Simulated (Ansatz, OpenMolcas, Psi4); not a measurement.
# How methods differ on GeCl2 (germanium dichloride)

GeCl2 has 3 atoms, charge 0, and is taken as a singlet. SMILES: `Cl[Ge]Cl`. The shape is that of a PBE0-D4/def2-TZVP optimisation.

```xyz
3

Cl   -0.0654   -1.6817    0.4227
Ge   -0.4212    0.0672   -0.8320
Cl    0.4866    1.6145    0.4093
```

Each level gives the electronic atomisation energy (eV). The values are calculated. Electronic energies at fixed atoms, without zero-point motion or spin-orbit coupling.

| level | kind | program | value (eV) | less CCSD(T)/aug-cc-pVDZ | CPU time (all runs) |
| --- | --- | --- | --- | --- | --- |
| revPBE/aug-cc-pVDZ | GGA | Psi4 | 8.02 | +0.47 | 2.1 min |
| M06-L/aug-cc-pVDZ | meta-GGA | OpenMolcas | 8.78 | +1.23 | 80 s |
| PBE0/aug-cc-pVDZ | global hybrid | Ansatz | 8.14 | +0.59 | 10 s |
| wB97X/aug-cc-pVDZ | range-separated hybrid | Ansatz | 8.26 | +0.71 | 39 s |
| PBE-QIDH/aug-cc-pVDZ | double hybrid | Ansatz | 8.00 | +0.45 | 14 s |
| RPA@PBE0/aug-cc-pVDZ | RPA | Ansatz | 7.26 | -0.29 | 14 s |
| MP2/aug-cc-pVDZ | perturbation theory | Ansatz | 7.92 | +0.37 | 4.8 s |
| CCSD(T)/aug-cc-pVDZ | coupled cluster or CI | Ansatz | 7.55 | 0.00 | 11 s |

Differences are taken from CCSD(T)/aug-cc-pVDZ for orientation; it has basis-set and higher-order errors of its own. All-electron rows without a relativistic Hamiltonian named are non-relativistic. Correlated wave functions underbind in double-zeta sets. The values span 7.26 to 8.78 eV. In the correlated wave-function rows the outer d shell of Ge is correlated, in sets not made for it. CPU times are rough (shared hosts, several kinds of processor and program).

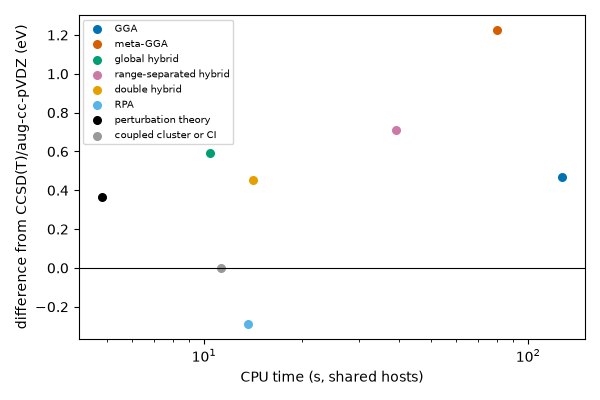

Difference from CCSD(T)/aug-cc-pVDZ against processor time, one point a level.
